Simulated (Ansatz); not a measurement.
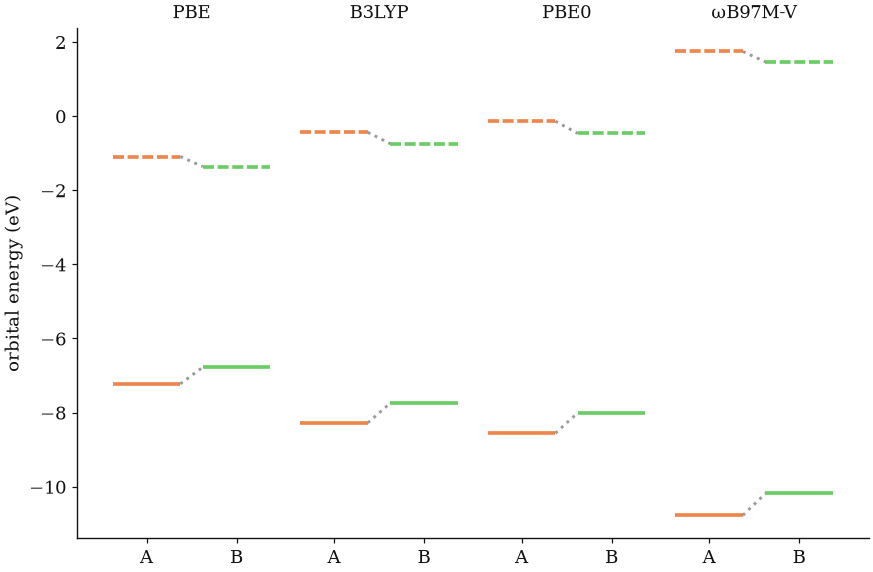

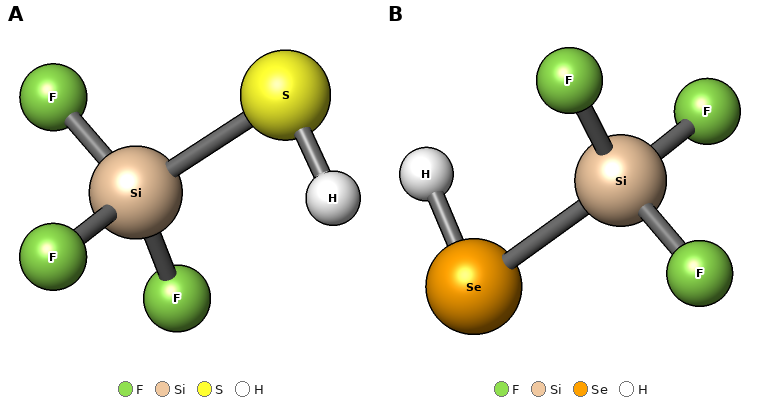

One change: A, SiHSF₃ (SMILES F[Si](F)(F)S), becomes B, SiHSeF₃ (SMILES F[Si](F)(F)[SeH]). SH on Si is replaced by SeH. HOMO (solid) and LUMO (dashed) computed in def2-TZVPP at PBE0-D4/def2-TZVP geometries, both minima by their frequencies, gas phase, the Ansatz code 0.2.0. Empty levels above zero depend strongly on the basis.

What does the change do to HOMO and LUMO?

PBE: the HOMO rises by 0.45 eV, the LUMO falls by 0.27 eV, and the separation goes from 6.13 to 5.41 eV. B3LYP: the HOMO rises by 0.53 eV, the LUMO falls by 0.31 eV, and the separation goes from 7.84 to 7.00 eV. PBE0: the HOMO rises by 0.55 eV, the LUMO falls by 0.33 eV, and the separation goes from 8.42 to 7.54 eV. ωB97M-V: the HOMO rises by 0.59 eV, the LUMO falls by 0.28 eV, and the separation goes from 12.51 to 11.65 eV.

Do the functionals agree on the effect?

They agree on the direction for both levels; the HOMO shift lies between 0.45 and 0.59 eV and the LUMO shift between −0.33 and −0.27 eV, while the separations themselves differ by up to 6.4 eV between functionals.
